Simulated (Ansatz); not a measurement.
# ZrHCl3 + HCl: a complex and its separated parts, part 1 of 2

Aim: how far the complex at one end of a reaction step lies below its separated, relaxed parts, level by level.

Method: PBE0-D4/def2-TZVP structures, single points in def2-TZVPP, no counterpoise correction; program: Ansatz 0.2.0, Gaussian basis.

Levels: SPW92, PBE-D4, BLYP-D4, r2SCAN-D4, B97M-V, PBE0-D4, B3LYP-D4, r2SCAN0-D4, BHLYP-D4, CAM-B3LYP-D4, wB97X-V, wB97M-V, B2PLYP, PBE-QIDH, RPA on PBE, Hartree-Fock, MP2, CCSD, CCSD(T).

Correlated methods freeze the cores. Core potentials replace the inner electrons past krypton, and spin-orbit coupling is left out. B3LYP uses VWN-RPA correlation. B2PLYP carries no dispersion term here.

88 further runs of the same task are left out: 88 set aside as unsound or not needed. Runs told in other sessions of the task aren't counted.

### 1 Starting geometry

The complex: 7 atoms, charge 0, spin multiplicity 1.

Atoms are counted from 1 here; the program's logs count them from 0.

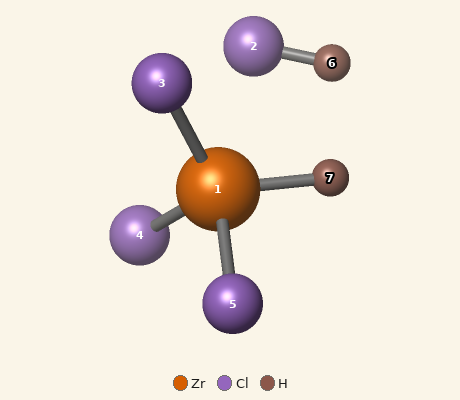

The starting geometry (zirconium orange, chlorine purple, hydrogen brown); atoms are numbered from 1 in the order of the file.

Coordinates:

```
Zr   -0.34041    0.52212   -0.41634
Cl    0.72035   -2.02890    0.72280
Cl    0.92127   -0.14711   -2.26118
Cl   -2.38691   -0.53969   -0.05954
Cl   -0.83692    2.75469   -0.76498
H     1.27809   -1.36204    1.66780
H     0.64443    0.80093    1.11155
```

Its parts: ZrHCl3 holds atoms 1, 3, 4, 5, 7; HCl holds atoms 2, 6. Each part counts its atoms afresh in its own runs.

### 2 Relaxing ZrHCl3 alone

Contents of relax-a/in.yaml:

```yaml
crystal:
  periodic: [false, false, false]
  atoms:
    - {symbol: Zr, position_ang: [-0.340410, 0.522125, -0.416338]}
    - {symbol: Cl, position_ang: [0.921269, -0.147111, -2.261182]}
    - {symbol: Cl, position_ang: [-2.386912, -0.539694, -0.059543]}
    - {symbol: Cl, position_ang: [-0.836917, 2.754691, -0.764984]}
    - {symbol: H, position_ang: [0.644426, 0.800926, 1.111545]}
basis:
  gaussian: {orbitals: def2-TZVP}
hamiltonian: {xc: pbe0, dispersion: d4}
relax: {f_tol: 0.005, max_steps: 200}
```

Command:

```
ansatz run in.yaml --threads 8 --pin off --events-out ev --progress --plain --max-ram 19148MiB
```

Log, shortened:

```text
Functional definition: PBE0
  name "PBE0"
  cite "Adamo & Barone, J. Chem. Phys. 110, 6158 (1999) doi:10.1063/1.478522"
  cite "Perdew, Burke & Ernzerhof, Phys. Rev. Lett. 77, 3865 (1996) doi:10.1103/PhysRevLett.77.3865"
  parent pbe
[...]
1247 factors; their error is unknown
[...]
mean field -38859.24729914 eV, -1428.0509984996 hartree, gradient 3.7e-5 eV, S^2 0.000000; 0 other end points of the search recorded, 0 dependent functions left out
[...]
reference -38859.24734425 eV, -1428.0510001573 hartree; 32, 32 occupied and 125, 125 virtual orbitals, 1247 factors
[...]
reference -38859.37684884 eV, -1428.0557593633 hartree; 32, 32 occupied and 125, 125 virtual orbitals, 1247 factors
Total energy: -38859.52495154 eV, -1428.0612020370 hartree
Atom 0 at    -0.399798     0.678511    -0.478177 Å, force    -0.000799     0.002960    -0.000687 eV/Å
Atom 1 at     0.935986    -0.223880    -2.141456 Å, force     0.002183    -0.000210    -0.000536 eV/Å
Atom 2 at    -2.270103    -0.604183    -0.007246 Å, force    -0.001276    -0.000627     0.001765 eV/Å
Atom 3 at    -0.880238     2.921772    -0.800174 Å, force     0.001031    -0.002214     0.001151 eV/Å
Atom 4 at     0.615610     0.618717     1.036551 Å, force    -0.001139     0.000090    -0.001692 eV/Å
Dipole moment:    -0.015387     0.000913    -0.022952 e Å
```

It took 7 s on 8 threads of Arm Neoverse V2, shared host.

Step by step:

| step | energy from step 1 (eV) | largest force component (eV/Å) |
| --- | --- | --- |
| 1 | 0.0000 | 0.7839 |
| 2 | -0.1068 | 0.4583 |
| 3 | -0.1247 | 0.2309 |
| 4 | -0.1279 | 0.0118 |
| 5 | -0.1280 | 0.0030 |

Distances of close pairs at the start and the end, largest changes first:

| bond | before (Å) | after (Å) | change (Å) |
| --- | --- | --- | --- |
| Zr1–Cl2 | 2.333 | 2.316 | -0.017 |
| Zr1–Cl3 | 2.333 | 2.316 | -0.017 |
| Zr1–H5 | 1.839 | 1.825 | -0.014 |
| Zr1–Cl4 | 2.314 | 2.317 | +0.003 |

### 3 Relaxing HCl alone

Contents of relax-b/in.yaml:

```yaml
crystal:
  periodic: [false, false, false]
  atoms:
    - {symbol: Cl, position_ang: [0.720348, -2.028902, 0.722802]}
    - {symbol: H, position_ang: [1.278095, -1.362036, 1.667799]}
basis:
  gaussian: {orbitals: def2-TZVP}
hamiltonian: {xc: pbe0, dispersion: d4}
relax: {f_tol: 0.005, max_steps: 200}
```

Command:

```
ansatz run in.yaml --threads 8 --pin off --events-out ev --progress --plain --max-ram 19148MiB
```

Log, shortened:

```text
[... 5 set-up lines as earlier in the session ...]
[...]
312 factors; their error is unknown
[...]
mean field -12535.31602219 eV, -460.6643670732 hartree, gradient 4.2e-5 eV, S^2 0.000000; 0 other end points of the search recorded, 0 dependent functions left out
[...]
reference -12535.31647376 eV, -460.6643836680 hartree; 9, 9 occupied and 34, 34 virtual orbitals, 312 factors
Total energy: -12535.32105165 eV, -460.6645519025 hartree
Atom 0 at     0.721479    -2.027549     0.724719 Å, force    -0.000251    -0.000300    -0.000425 eV/Å
Atom 1 at     1.276964    -1.363389     1.665882 Å, force     0.000251     0.000300     0.000425 eV/Å
Dipole moment:     0.114068     0.136385     0.193267 e Å
```

It took 0.35 s on 8 threads of Arm Neoverse V2, shared host.

The steps of the relaxation:

| step | energy from step 1 (eV) | largest force component (eV/Å) |
| --- | --- | --- |
| 1 | 0.0000 | 0.1219 |
| 2 | -0.0004 | 0.0497 |
| 3 | -0.0004 | 0.0004 |

The bond:

| bond | before (Å) | after (Å) | change (Å) |
| --- | --- | --- | --- |
| Cl1–H2 | 1.284 | 1.279 | -0.005 |

### 4 SPW92/def2-TZVPP

Contents of parta/in.yaml:

```yaml
crystal:
  periodic: [false, false, false]
  atoms:
    - {symbol: Zr, position_ang: [-0.399798, 0.678511, -0.478177]}
    - {symbol: Cl, position_ang: [0.935986, -0.223880, -2.141456]}
    - {symbol: Cl, position_ang: [-2.270103, -0.604183, -0.007246]}
    - {symbol: Cl, position_ang: [-0.880238, 2.921772, -0.800174]}
    - {symbol: H, position_ang: [0.615610, 0.618717, 1.036551]}
basis:
  gaussian: {orbitals: def2-TZVPP}
hamiltonian: {xc: lda}
```

Contents of partb/in.yaml:

```yaml
crystal:
  periodic: [false, false, false]
  atoms:
    - {symbol: Cl, position_ang: [0.721479, -2.027549, 0.724719]}
    - {symbol: H, position_ang: [1.276964, -1.363389, 1.665882]}
basis:
  gaussian: {orbitals: def2-TZVPP}
hamiltonian: {xc: lda}
```

The same command starts each run, in its folder.

Command:

```
ansatz run in.yaml --threads 8 --pin off --events-out ev --progress --plain --max-ram 19148MiB
```

Output in parta, shortened:

```text
Functional definition: SPW92
  name "SPW92"
  cite "Dirac, Proc. Camb. Phil. Soc. 26, 376 (1930) doi:10.1017/S0305004100016108"
  cite "Slater, Phys. Rev. 81, 385 (1951) doi:10.1103/PhysRev.81.385"
  cite "Perdew & Wang, Phys. Rev. B 45, 13244 (1992) doi:10.1103/PhysRevB.45.13244"
[...]
1253 factors; their error is unknown
[...]
mean field -38747.61528884 eV, -1423.9485977880 hartree, gradient 2.6e-5 eV, S^2 0.000000; 0 other end points of the search recorded, 0 dependent functions left out
reference -38747.61534445 eV, -1423.9485998316 hartree; 32, 32 occupied and 164, 164 virtual orbitals, 1253 factors
Total energy: -38747.61534445 eV, -1423.9485998316 hartree
```

Output in partb, shortened:

```text
[... 5 set-up lines as earlier in the session ...]
[...]
353 factors; their error is unknown
[...]
mean field -12498.56387608 eV, -459.3137506149 hartree, gradient 5.7e-5 eV, S^2 0.000000; 0 other end points of the search recorded, 0 dependent functions left out
reference -12498.56389549 eV, -459.3137513282 hartree; 9, 9 occupied and 47, 47 virtual orbitals, 353 factors
Total energy: -12498.56389549 eV, -459.3137513282 hartree
```

Wall times: 0.6 s (parta), 0.1 s (partb) on 8 threads of Arm Neoverse V2, shared host.

### 5 PBE-D4/def2-TZVPP

The same edit goes into each in.yaml of step 4 (parta, partb):

```diff
-hamiltonian: {xc: lda}
+hamiltonian: {xc: pbe, dispersion: d4}
```

The same command starts each run, in its folder.

Command:

```
ansatz run in.yaml --threads 8 --pin off --events-out ev --progress --plain --max-ram 19148MiB
```

parta printed, shortened:

```text
Functional definition: PBE
  name "PBE"
[... 2 set-up lines as earlier in the session ...]
[...]
1253 factors; their error is unknown
[...]
mean field -38857.18033929 eV, -1427.9750391261 hartree, gradient 4.1e-5 eV, S^2 0.000000; 0 other end points of the search recorded, 0 dependent functions left out
reference -38857.18039990 eV, -1427.9750413535 hartree; 32, 32 occupied and 164, 164 virtual orbitals, 1253 factors
Total energy: -38857.34918846 eV, -1427.9812442187 hartree
```

Log of partb, shortened:

```text
[... 4 set-up lines as earlier in the session ...]
[...]
353 factors; their error is unknown
[...]
mean field -12534.30962830 eV, -460.6273827799 hartree, gradient 8.1e-5 eV, S^2 0.000000; 0 other end points of the search recorded, 0 dependent functions left out
reference -12534.30964921 eV, -460.6273835483 hartree; 9, 9 occupied and 47, 47 virtual orbitals, 353 factors
Total energy: -12534.31531036 eV, -460.6275915915 hartree
```

Times: 0.85 s (parta), 0.15 s (partb) on 8 threads of Arm Neoverse V2, shared host.

### 6 BLYP-D4/def2-TZVPP

The same edit goes into each in.yaml of step 5 (parta, partb):

```diff
-hamiltonian: {xc: pbe, dispersion: d4}
+hamiltonian: {xc: {name: BLYP}, dispersion: d4}
```

Each run has its own folder and the same command.

Command:

```
ansatz run in.yaml --threads 8 --pin off --events-out ev --progress --plain --max-ram 19148MiB
```

Log of parta, shortened:

```text
Functional definition: BLYP
  name "BLYP"
  cite "Becke, Phys. Rev. A 38, 3098 (1988) doi:10.1103/PhysRevA.38.3098"
  cite "Lee, Yang & Parr, Phys. Rev. B 37, 785 (1988) doi:10.1103/PhysRevB.37.785"
[...]
1253 factors; their error is unknown
[...]
mean field -38871.24156061 eV, -1428.4917794786 hartree, gradient 4.6e-5 eV, S^2 0.000000; 0 other end points of the search recorded, 0 dependent functions left out
reference -38871.24195599 eV, -1428.4917940086 hartree; 32, 32 occupied and 164, 164 virtual orbitals, 1253 factors
Total energy: -38871.58231446 eV, -1428.5043019515 hartree
```

Output in partb, shortened:

```text
[... 4 set-up lines as earlier in the session ...]
[...]
353 factors; their error is unknown
[...]
mean field -12539.38860529 eV, -460.8140317415 hartree, gradient 4.5e-5 eV, S^2 0.000000; 0 other end points of the search recorded, 0 dependent functions left out
reference -12539.38880961 eV, -460.8140392501 hartree; 9, 9 occupied and 47, 47 virtual orbitals, 353 factors
Total energy: -12539.40229872 eV, -460.8145349658 hartree
```

Times: 0.95 s (parta), 0.15 s (partb) on 8 threads of Arm Neoverse V2, shared host.

### 7 r2SCAN-D4/def2-TZVPP

Each input of step 6 (parta, partb) changes in the same lines:

```diff
-hamiltonian: {xc: {name: BLYP}, dispersion: d4}
+hamiltonian: {xc: r2scan, dispersion: d4}
```

Each run has its own folder and the same command.

Command:

```
ansatz run in.yaml --threads 8 --pin off --events-out ev --progress --plain --max-ram 19148MiB
```

parta printed, shortened:

```text
Functional definition: r2SCAN
  name "r2SCAN"
  cite "Furness, Kaplan, Ning, Perdew & Sun, J. Phys. Chem. Lett. 11, 8208 (2020) doi:10.1021/acs.jpclett.0c02405"
  cite "Furness, Kaplan, Ning, Perdew & Sun, J. Phys. Chem. Lett. 11, 9248 (2020) doi:10.1021/acs.jpclett.0c03077"
  parent r2scan
[...]
1253 factors; their error is unknown
[...]
mean field -38870.51289329 eV, -1428.4650014484 hartree, gradient 5.9e-5 eV, S^2 0.000000; 0 other end points of the search recorded, 0 dependent functions left out
reference -38870.51291042 eV, -1428.4650020779 hartree; 32, 32 occupied and 164, 164 virtual orbitals, 1253 factors
Total energy: -38870.55235717 eV, -1428.4664517192 hartree
```

Output in partb, shortened:

```text
[... 5 set-up lines as earlier in the session ...]
[...]
353 factors; their error is unknown
[...]
mean field -12538.62224983 eV, -460.7858686979 hartree, gradient 3.1e-5 eV, S^2 0.000000; 0 other end points of the search recorded, 0 dependent functions left out
reference -12538.62225516 eV, -460.7858688937 hartree; 9, 9 occupied and 47, 47 virtual orbitals, 353 factors
Total energy: -12538.62352111 eV, -460.7859154164 hartree
```

Times: 1.9 s (parta), 0.35 s (partb) on 8 threads of Arm Neoverse V2, shared host.

### 8 B97M-V/def2-TZVPP

The same edit goes into each in.yaml of step 7 (parta, partb):

```diff
-hamiltonian: {xc: r2scan, dispersion: d4}
+hamiltonian: {xc: {name: B97M-V}}
```

Each run has its own folder and the same command.

Command:

```
ansatz run in.yaml --threads 8 --pin off --events-out ev --progress --plain --max-ram 19148MiB
```

parta printed, shortened:

```text
Functional definition: B97M-V
  name "B97M-V"
  cite "Mardirossian & Head-Gordon, J. Chem. Phys. 142, 074111 (2015) doi:10.1063/1.4907719"
  cite "Becke, J. Chem. Phys. 107, 8554 (1997) doi:10.1063/1.475007"
  cite "Vydrov & Van Voorhis, J. Chem. Phys. 133, 244103 (2010) doi:10.1063/1.3521275"
  # Of w^i u^j: cxij and so on, Table III.
[...]
  gx(w, u) = cx00 + cx01*u + cx02*u^2 + (cx10 + cx11*u)*w
[...]
  gos(w, u) = cos00 + cos01*u + cos03*u^3 + cos10*w + cos32*w^3*u^2
[...]
      + integral(e_c_pw_mod_opposite_spin*gos(b97_w_opposite, b97_u_opposite)) + vv10(b, c)
1253 factors; their error is unknown
[...]
mean field -38863.06319584 eV, -1428.1912301169 hartree, gradient 5.7e-5 eV, S^2 0.000000; 0 other end points of the search recorded, 0 dependent functions left out
reference -38863.06327972 eV, -1428.1912331992 hartree; 32, 32 occupied and 164, 164 virtual orbitals, 1253 factors
Total energy: -38863.06327972 eV, -1428.1912331992 hartree
```

partb printed, shortened:

```text
[... 5 set-up lines as earlier in the session ...]
  # Of w^i u^j: cxij and so on, Table III.
[...]
  gx(w, u) = cx00 + cx01*u + cx02*u^2 + (cx10 + cx11*u)*w
[...]
  gos(w, u) = cos00 + cos01*u + cos03*u^3 + cos10*w + cos32*w^3*u^2
[...]
      + integral(e_c_pw_mod_opposite_spin*gos(b97_w_opposite, b97_u_opposite)) + vv10(b, c)
353 factors; their error is unknown
[...]
mean field -12536.22648458 eV, -460.6978259487 hartree, gradient 1.2e-5 eV, S^2 0.000000; 0 other end points of the search recorded, 0 dependent functions left out
reference -12536.22651270 eV, -460.6978269823 hartree; 9, 9 occupied and 47, 47 virtual orbitals, 353 factors
Total energy: -12536.22651270 eV, -460.6978269823 hartree
```

Wall times: 3.3 s (parta), 0.25 s (partb) on 8 threads of Arm Neoverse V2, shared host.

### 9 PBE0-D4/def2-TZVPP

The same edit goes into each in.yaml of step 8 (parta, partb):

```diff
-hamiltonian: {xc: {name: B97M-V}}
+hamiltonian: {xc: pbe0, dispersion: d4}
+output: {orbitals: {seedname: orbitals}}
```

One command serves all of them, each in its own folder.

Command:

```
ansatz run in.yaml --threads 8 --pin off --events-out ev --progress --plain --max-ram 19148MiB
```

parta printed, shortened:

```text
[... 5 set-up lines as earlier in the session ...]
[...]
1424 factors; their error is unknown
[...]
mean field -38859.47276864 eV, -1428.0592843507 hartree, gradient 2.1e-5 eV, S^2 0.000000; 0 other end points of the search recorded, 0 dependent functions left out
reference -38859.47281191 eV, -1428.0592859410 hartree; 32, 32 occupied and 164, 164 virtual orbitals, 1424 factors
Total energy: -38859.62091460 eV, -1428.0647286143 hartree
```

Output in partb, shortened:

```text
[... 5 set-up lines as earlier in the session ...]
[...]
384 factors; their error is unknown
[...]
mean field -12535.34597596 eV, -460.6654678537 hartree, gradient 3.6e-5 eV, S^2 0.000000; 0 other end points of the search recorded, 0 dependent functions left out
reference -12535.34599160 eV, -460.6654684286 hartree; 9, 9 occupied and 47, 47 virtual orbitals, 384 factors
Total energy: -12535.35056949 eV, -460.6656366631 hartree
```

Wall times: 1.3 s (parta), 0.15 s (partb) on 8 threads of Arm Neoverse V2, shared host.

### 10 B3LYP-D4/def2-TZVPP

The same edit goes into each in.yaml of step 9 (parta, partb):

```diff
-hamiltonian: {xc: pbe0, dispersion: d4}
-output: {orbitals: {seedname: orbitals}}
+hamiltonian: {xc: {name: B3LYP}, dispersion: d4}
```

Each run has its own folder and the same command.

Command:

```
ansatz run in.yaml --threads 8 --pin off --events-out ev --progress --plain --max-ram 19148MiB
```

Output in parta, shortened:

```text
Functional definition: B3LYP
  name "B3LYP"
  cite "Stephens, Devlin, Chabalowski & Frisch, J. Phys. Chem. 98, 11623 (1994) doi:10.1021/j100096a001"
[... 2 set-up lines as earlier in the session ...]
  cite "Vosko, Wilk & Nusair, Can. J. Phys. 58, 1200 (1980) doi:10.1139/p80-159"
[...]
1344 factors; their error is unknown
[...]
mean field -38873.93626328 eV, -1428.5908079751 hartree, gradient 3.9e-5 eV, S^2 0.000000; 0 other end points of the search recorded, 0 dependent functions left out
reference -38873.93656041 eV, -1428.5908188945 hartree; 32, 32 occupied and 164, 164 virtual orbitals, 1344 factors
Total energy: -38874.21214321 eV, -1428.6009463755 hartree
```

Output in partb, shortened:

```text
[... 6 set-up lines as earlier in the session ...]
[...]
372 factors; their error is unknown
[...]
mean field -12539.99363224 eV, -460.8362660717 hartree, gradient 4.5e-5 eV, S^2 0.000000; 0 other end points of the search recorded, 0 dependent functions left out
reference -12539.99378429 eV, -460.8362716596 hartree; 9, 9 occupied and 47, 47 virtual orbitals, 372 factors
Total energy: -12540.00297088 eV, -460.8366092606 hartree
```

Wall times: 1.2 s (parta), 0.15 s (partb) on 8 threads of Arm Neoverse V2, shared host.

### 11 r2SCAN0-D4/def2-TZVPP

The same edit goes into each in.yaml of step 10 (parta, partb):

```diff
-hamiltonian: {xc: {name: B3LYP}, dispersion: d4}
+hamiltonian: {xc: {name: r2SCAN0}, dispersion: d4}
```

Each run has its own folder and the same command.

Command:

```
ansatz run in.yaml --threads 8 --pin off --events-out ev --progress --plain --max-ram 19148MiB
```

Output in parta, shortened:

```text
Functional definition: r2SCAN0
  name "r2SCAN0"
  cite "Bursch, Neugebauer, Ehlert & Grimme, J. Chem. Phys. 156, 134105 (2022) doi:10.1063/5.0086040"
[... 3 set-up lines as earlier in the session ...]
[...]
1424 factors; their error is unknown
[...]
mean field -38869.11780377 eV, -1428.4137328542 hartree, gradient 1.9e-5 eV, S^2 0.000000; 0 other end points of the search recorded, 0 dependent functions left out
reference -38869.11781730 eV, -1428.4137333516 hartree; 32, 32 occupied and 164, 164 virtual orbitals, 1424 factors
Total energy: -38869.16754967 eV, -1428.4155609822 hartree
```

Log of partb, shortened:

```text
[... 6 set-up lines as earlier in the session ...]
[...]
384 factors; their error is unknown
[...]
mean field -12538.53747447 eV, -460.7827532608 hartree, gradient 4.5e-6 eV, S^2 0.000000; 0 other end points of the search recorded, 0 dependent functions left out
reference -12538.53747872 eV, -460.7827534171 hartree; 9, 9 occupied and 47, 47 virtual orbitals, 384 factors
Total energy: -12538.53893224 eV, -460.7828068329 hartree
```

They took 2.1 s (parta), 0.35 s (partb) on 8 threads of Arm Neoverse V2, shared host.

### 12 BHLYP-D4/def2-TZVPP

Each input of step 11 (parta, partb) changes in the same lines:

```diff
-hamiltonian: {xc: {name: r2SCAN0}, dispersion: d4}
+hamiltonian: {xc: {name: BHLYP}, dispersion: d4}
```

The same command starts each run, in its folder.

Command:

```
ansatz run in.yaml --threads 8 --pin off --events-out ev --progress --plain --max-ram 19148MiB
```

Log of parta, shortened:

```text
Functional definition: BHLYP
  name "BHLYP"
  cite "Becke, J. Chem. Phys. 98, 1372 (1993) doi:10.1063/1.464304"
[... 2 set-up lines as earlier in the session ...]
[...]
1501 factors; their error is unknown
[...]
mean field -38869.73170247 eV, -1428.4362932154 hartree, gradient 3.1e-5 eV, S^2 0.000000; 0 other end points of the search recorded, 0 dependent functions left out
reference -38869.73190044 eV, -1428.4363004904 hartree; 32, 32 occupied and 164, 164 virtual orbitals, 1501 factors
Total energy: -38870.00530056 eV, -1428.4463477598 hartree
```

Log of partb, shortened:

```text
[... 5 set-up lines as earlier in the session ...]
[...]
403 factors; their error is unknown
[...]
mean field -12539.47115613 eV, -460.8170654291 hartree, gradient 2.7e-5 eV, S^2 0.000000; 0 other end points of the search recorded, 0 dependent functions left out
reference -12539.47125963 eV, -460.8170692326 hartree; 9, 9 occupied and 47, 47 virtual orbitals, 403 factors
Total energy: -12539.47730603 eV, -460.8172914335 hartree
```

They took 1.2 s (parta), 0.15 s (partb) on 8 threads of Arm Neoverse V2, shared host.

### 13 CAM-B3LYP-D4/def2-TZVPP

The same edit goes into each in.yaml of step 12 (parta, partb):

```diff
-hamiltonian: {xc: {name: BHLYP}, dispersion: d4}
+hamiltonian: {xc: {name: CAM-B3LYP}, dispersion: d4}
```

Each run has its own folder and the same command.

Command:

```
ansatz run in.yaml --threads 8 --pin off --events-out ev --progress --plain --max-ram 19148MiB
```

parta printed, shortened:

```text
Functional definition: CAM-B3LYP
  name "CAM-B3LYP"
  cite "Yanai, Tew & Handy, Chem. Phys. Lett. 393, 51 (2004) doi:10.1016/j.cplett.2004.06.011"
  cite "Iikura, Tsuneda, Yanai & Hirao, J. Chem. Phys. 115, 3540 (2001) doi:10.1063/1.1383587"
[... 2 set-up lines as earlier in the session ...]
[...]
1344 factors; their error is unknown
264 factors; integrals over basis functions are off by at most 1.1e-5 eV
[...]
mean field -38872.20713474 eV, -1428.5272636733 hartree, gradient 2.7e-5 eV, S^2 0.000000; 0 other end points of the search recorded, 0 dependent functions left out
reference -38872.20727922 eV, -1428.5272689829 hartree; 32, 32 occupied and 164, 164 virtual orbitals, 1344 factors
Total energy: -38872.36512607 eV, -1428.5330697478 hartree
```

Log of partb, shortened:

```text
[... 6 set-up lines as earlier in the session ...]
[...]
  # Exact exchange under (alpha + beta erf(omega r))/r, Becke's under what is left of 1/r.
[...]
372 factors; their error is unknown
66 factors; integrals over basis functions are off by at most 7.5e-5 eV
[...]
mean field -12539.88294014 eV, -460.8321982124 hartree, gradient 2.6e-5 eV, S^2 0.000000; 0 other end points of the search recorded, 0 dependent functions left out
reference -12539.88301442 eV, -460.8322009419 hartree; 9, 9 occupied and 47, 47 virtual orbitals, 372 factors
Total energy: -12539.88749604 eV, -460.8323656385 hartree
```

Times: 1.4 s (parta), 0.2 s (partb) on 8 threads of Arm Neoverse V2, shared host.

(Continued in part 2 of 2.)
